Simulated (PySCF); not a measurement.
## Electronic structure of C2H10NPSi2 in real space

```xyz
16

C     3.0669    0.2591    0.2391
C     1.5769    0.2775    0.3394
P     0.6133   -0.8626   -0.4191
N    -0.9953   -0.3729   -0.0808
Si   -2.1383   -1.6585    0.2467
Si   -1.4893    1.2943    0.0694
H     3.4055   -0.5818   -0.3612
H     3.5171    0.1839    1.2305
H     3.4347    1.1808   -0.2155
H     1.1459    1.0823    0.9224
H    -3.3496   -1.3817   -0.5221
H    -2.4285   -1.6575    1.6828
H    -1.4906   -2.8996   -0.1651
H    -2.8694    1.3528   -0.4026
H    -0.5931    2.0752   -0.7790
H    -1.4140    1.7177    1.4713
```

Geometry: GFN2-xTB.

The calculation used PySCF, PBE0/pcSseg-1, SCF density, gas phase, non-relativistic.

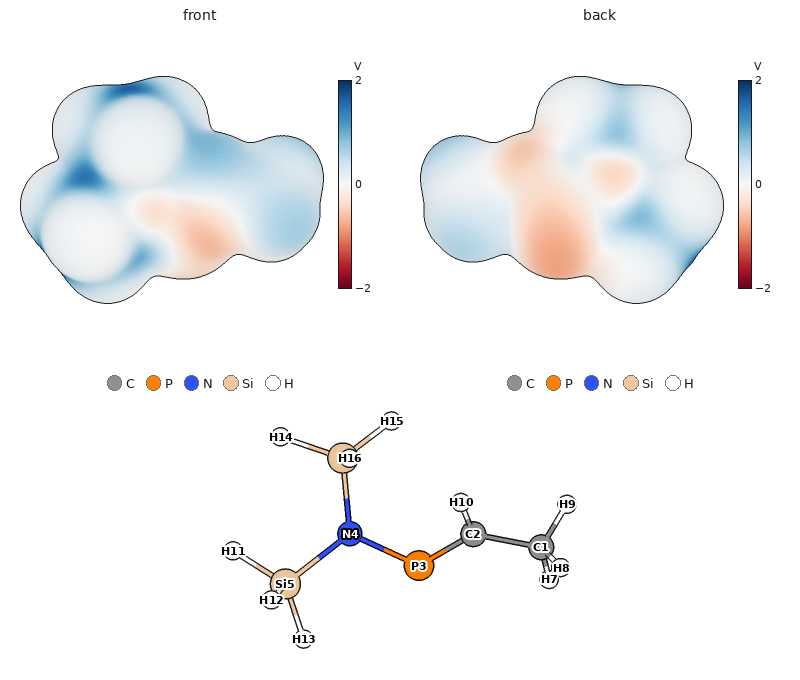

Figure 1. The electrostatic potential painted on the density surface at 0.002 e/bohr³, seen from the front and from behind; the colour scale runs from red (negative) to blue (positive). The bare structure is drawn below in the same view.

Q: Where is the surface potential most negative and most positive?

A: The most negative region (about −0.8 V) lies over P3, the most positive (about +1.5 V) over Si5 and Si6.

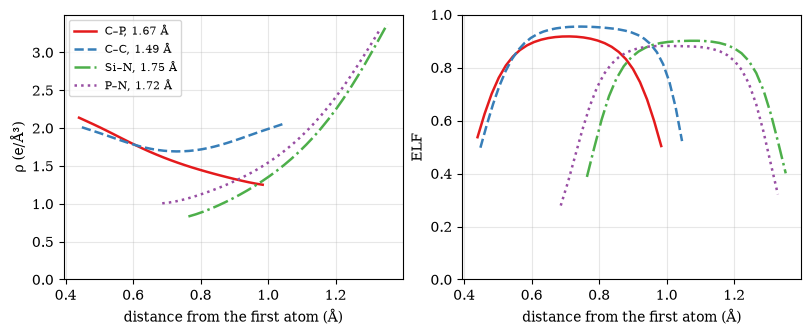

Figure 2. Electron density and electron localisation function along straight lines between neighbouring atoms. The curves leave out the atomic cores.

Q: Compare the contacts.

A: C–P (1.67 Å): the density is about 1.4 e/Å³ at the midpoint; the ELF peaks at about 0.90 between the atoms; a covalent bond.
C–C (1.49 Å): ρ at the midpoint is about 1.7 e/Å³; the ELF peaks at about 0.95 between the atoms; localised, covalent bonding.
Si–N (1.75 Å): ρ is about 1 e/Å³ halfway; the ELF peaks at about 0.90 between the atoms: a polar covalent bond.
P–N (1.72 Å): ρ at the midpoint is about 1.2 e/Å³; the ELF peaks at about 0.90 between the atoms: a shared but strongly polarised pair.
